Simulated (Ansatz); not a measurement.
Input

```
crystal:
  periodic: [false, false, false]
  atoms:
    - {symbol: Al, position_ang: [-0.010644, -1.234997, 0.659906]}
    - {symbol: H, position_ang: [0.994282, -1.910159, -0.382393]}
    - {symbol: H, position_ang: [-1.561504, -1.565518, 0.515319]}
    - {symbol: H, position_ang: [0.581528, -0.758910, 2.059180]}
    - {symbol: C, position_ang: [-0.425266, 1.144474, -0.010518]}
    - {symbol: C, position_ang: [0.421718, 0.654296, -0.924217]}
    - {symbol: H, position_ang: [-0.065719, 1.638935, 0.884613]}
    - {symbol: H, position_ang: [-1.498735, 1.098283, -0.153762]}
    - {symbol: H, position_ang: [1.496470, 0.736275, -0.806412]}
    - {symbol: H, position_ang: [0.067870, 0.197320, -1.841616]}
basis:
  gaussian: {orbitals: def2-TZVPP}
hamiltonian: {xc: pbe0, dispersion: d4}
output: {orbitals: {seedname: orbitals}}
```

Launched as:

```sh
ansatz run in.yaml --threads 2 --pin off --events-out ev --progress --plain --max-ram 4352MiB
```

The reactant side of a reaction path; geometry: PBE0-D4/def2-TZVP.

The calculation used RKS PBE0-D4/def2-TZVPP in Ansatz.

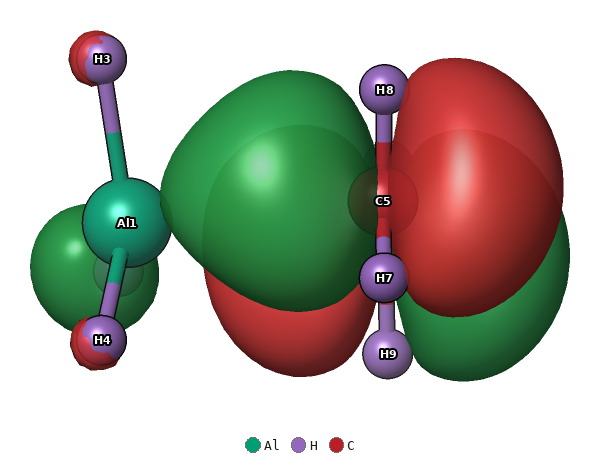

AlH$_{3}$···C$_{2}$H$_{4}$. The LUMO at ±0.1 Å⁻³ᐟ² (green and red are the two phases), seen from one side.

> What is the character of this orbital?

By Hirshfeld shares it lies mainly on C6 (about 35 %) and C5 (about 35 %); π-antibonding (π*) across C6–C5. Its energy is −1.36 eV.
